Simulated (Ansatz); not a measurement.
CH7SbSi (SMILES [CH3][SbH][SiH3])

Input

```
crystal:
  periodic: [false, false, false]
  atoms:
    - {symbol: C, position_ang: [1.320764, 0.575847, 1.343394]}
    - {symbol: Sb, position_ang: [1.051499, -1.455674, 0.588669]}
    - {symbol: Si, position_ang: [-1.030908, -0.814727, -0.792143]}
    - {symbol: H, position_ang: [2.037599, 0.550180, 2.175759]}
    - {symbol: H, position_ang: [0.371141, 1.005129, 1.687821]}
    - {symbol: H, position_ang: [1.735503, 1.197401, 0.537522]}
    - {symbol: H, position_ang: [0.048283, -1.938502, 1.898445]}
    - {symbol: H, position_ang: [-1.760581, -2.041901, -1.237531]}
    - {symbol: H, position_ang: [-1.967613, 0.051216, -0.009378]}
    - {symbol: H, position_ang: [-0.595761, -0.058138, -2.007931]}
basis:
  gaussian:
    orbitals: def2-TZVPD
hamiltonian:
  xc: {name: PBE0}
output: {forces: true, orbitals: {seedname: orbitals}}
```

Run with:

```sh
ansatz run input.yaml --threads 2 --pin off --max-ram 5220MiB --events-out events.jsonl --progress --plain --runs-dir runs
```

Geometry: PBE0-D4/def2-SVP; core potentials replace the inner electrons of Sb.

Level of theory: isolated molecule in a Gaussian basis; Kohn-Sham density functional theory, functional PBE0 in Ansatz.

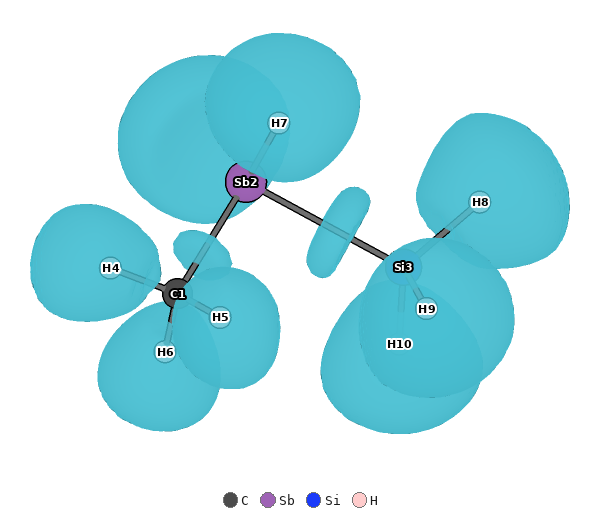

Figure 1. Isosurface of the electron localisation function at 0.8 (cyan), seen at a tilt. Core shells and regions of very low density are left out.

> Describe the localisation domains.

The ELF exceeds this value in one region between bonded Sb–Si atoms (shared pairs), seven regions around hydrogen nuclei, one lobe of the valence shell of C pointing towards Sb (polar bonds) and one lobe on Sb, pointing away from the bonds (lone pairs).


C–Sb (2.18 Å): the ELF peaks at about 0.90 in the valence shell of C, 0.7 Å from its nucleus, and drops to about 0.20 between the two atoms. Si–Sb (2.58 Å): the ELF peaks at about 0.95 between the atoms (localised, covalent bonding).

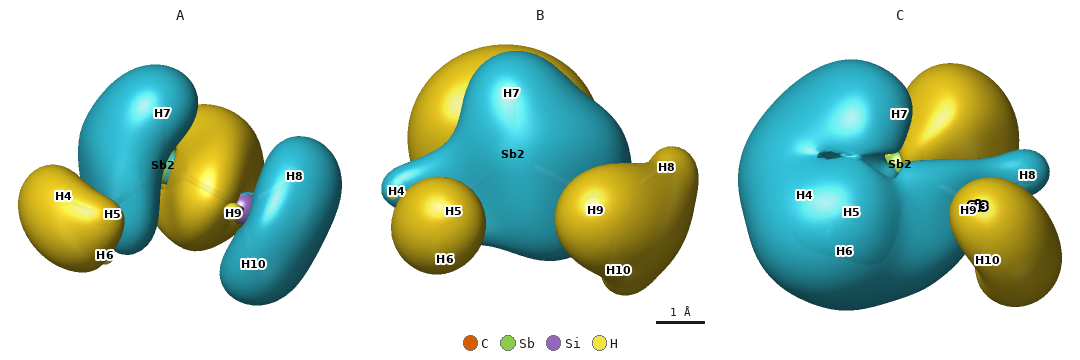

Figure 2. Three frontier orbitals at ±0.04 Å⁻³ᐟ² (yellow and cyan are the two phases), in no order.

> Order the three orbitals by energy and name them.

A is the HOMO−1 (−8.09 eV). It lies mainly on Sb2 (about 40 %), Si3 (about 20 %) and C1 (about 15 %). B is the HOMO (−6.90 eV). It lies mainly on Sb2 (about 65 %), Si3 (about 15 %) and C1 (about 5 %). C is the LUMO (−0.61 eV). It lies mainly on Sb2 (about 45 %), Si3 (about 15 %) and C1 (about 10 %).

> What is the HOMO–LUMO gap?

6.29 eV between the orbital energies.

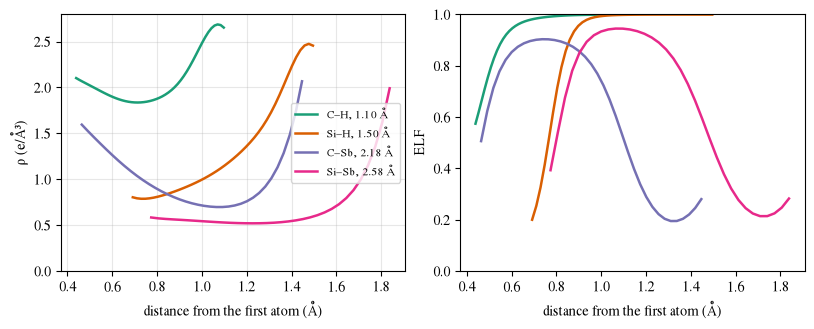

Figure 3. Electron density and electron localisation function along straight lines between neighbouring atoms. The curves leave out the atomic cores.

> Compare the contacts.

C–H (1.10 Å): ρ at the midpoint is about 2 e/Å³; the ELF climbs to about 1 towards the hydrogen, as it does in any bond to H: an ordinary covalent bond to hydrogen.
Si–H (1.50 Å): ρ at the midpoint is about 0.79 e/Å³; the ELF climbs to about 1 towards the hydrogen.
C–Sb (2.18 Å): the density is about 0.7 e/Å³ at the midpoint; the ELF peaks at about 0.90 in the valence shell of C, 0.7 Å from its nucleus, and drops to about 0.20 between the two atoms.
Si–Sb (2.58 Å): ρ is about 0.52 e/Å³ halfway; the ELF peaks at about 0.95 between the atoms: a covalent bond.

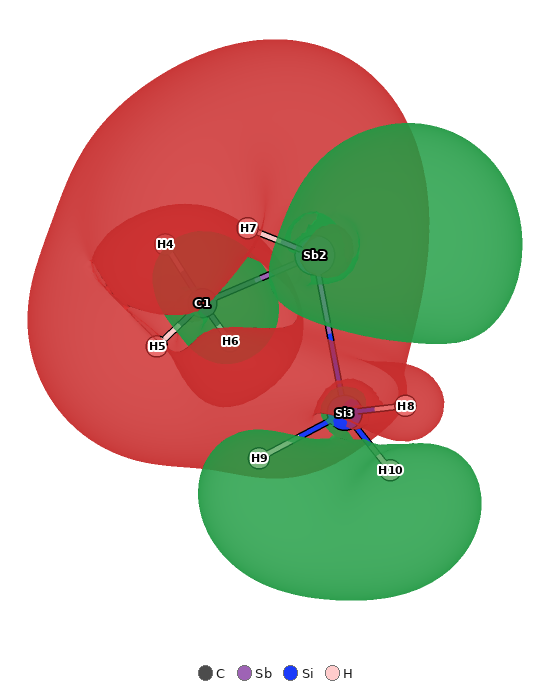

Figure 4. The LUMO at ±0.04 Å⁻³ᐟ² (green and red are the two phases), seen at an oblique angle.

> What is the character of this orbital?

It lies mainly on Sb2 (about 45 %), Si3 (about 15 %) and C1 (about 10 %). Its energy is −0.61 eV.
